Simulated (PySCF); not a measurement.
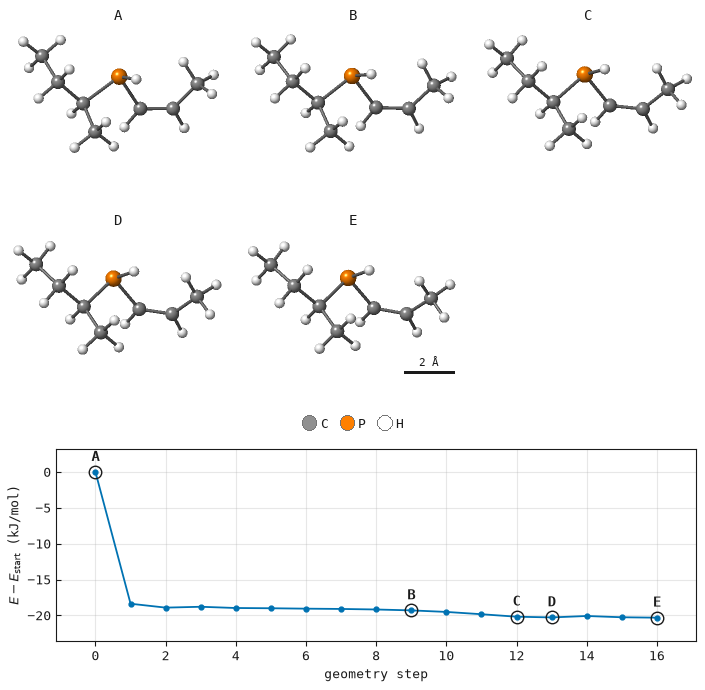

Frames of a relaxation of C7H15P, marked on the history of the run. A ball-and-stick model, seen at a tilt.

The start comes from GFN2-xTB. Its atoms were then displaced at random by about 0.01 Å.

Computed with PBE0-D3(BJ)/def2-SVP geometry optimisation, gas phase (PySCF). 

What happens along the run?

After 16 geometry steps the energy has fallen by 20.3 kJ/mol. An H atom moves most after the best rigid fit: 0.90 Å. Largest moves by element: H 0.90 Å, C 0.54 Å, P 0.48 Å. Near-neighbour distances that change, for instance: H–P 1.399 → 1.429 Å, C–P 1.911 → 1.882 Å, C–H 1.075 → 1.103 Å, C–H 1.123 → 1.098 Å. Among the angles between lasting bonds that change: C–C–P 123.6° → 130.4°, C–C–H 108.5° → 112.7°, C–P–C 96.5° → 100.6°. Groups turn about C–P by about 40°. The run took 8.9 min on 1 thread of Arm Neoverse N1, with other jobs on the host. From step 0 to 9: an H atom moves most (0.24 Å), energy −19.3 kJ/mol. From step 9 to 12: an H atom moves most (0.32 Å), energy −0.88 kJ/mol. From step 12 to 13: an H atom moves most (0.24 Å), energy −0.10 kJ/mol. From step 13 to 16: an H atom moves most (0.20 Å), energy −0.04 kJ/mol.
